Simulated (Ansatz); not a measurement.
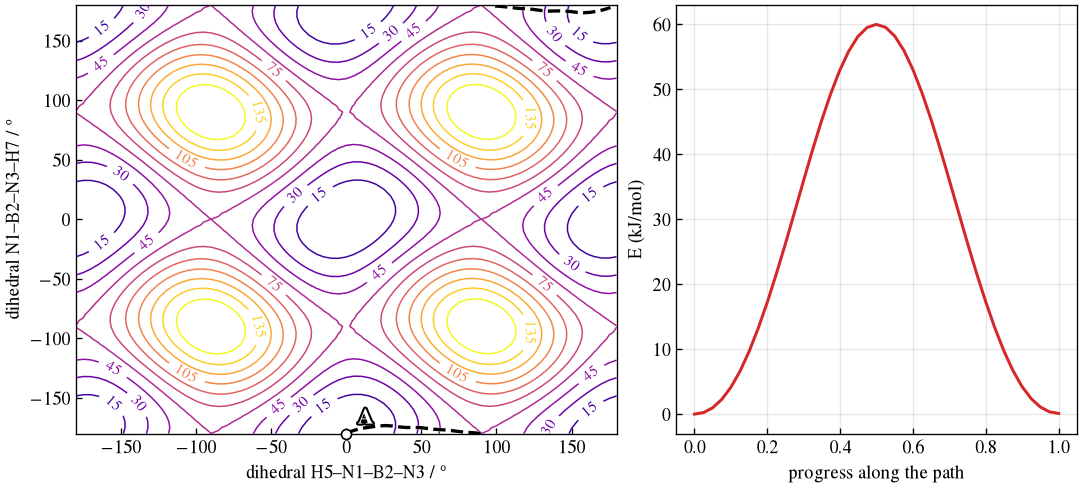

BH5N2S, SMILES NB(N)S. Coordinates scanned: (1) dihedral H5–N1–B2–N3; (2) dihedral N1–B2–N3–H7. Nothing is relaxed (all other coordinates rigid). The grid has 18 × 18 points. Points are written as (first, second). Energies are in kJ/mol, from the lowest grid point. These are results of RHF/def2-TZVP (Ansatz 0.2.0), not measurements.

Drawn: contour lines labelled in kJ/mol (none above 150), a line along the lowest path, the energy along the path at the right, the start A. Between grid points the surface is interpolated.

**Describe the path and its barrier.**

The easiest path leads from the well at (0°, −180°) to a well of about the same depth at (−180°, −180°). Its highest point lies about 60 kJ/mol above the bottom of the first well on the interpolated surface, at about (90°, −180°). The start is the relaxed structure and all else is held, so a fully relaxed path at this level can only be lower.
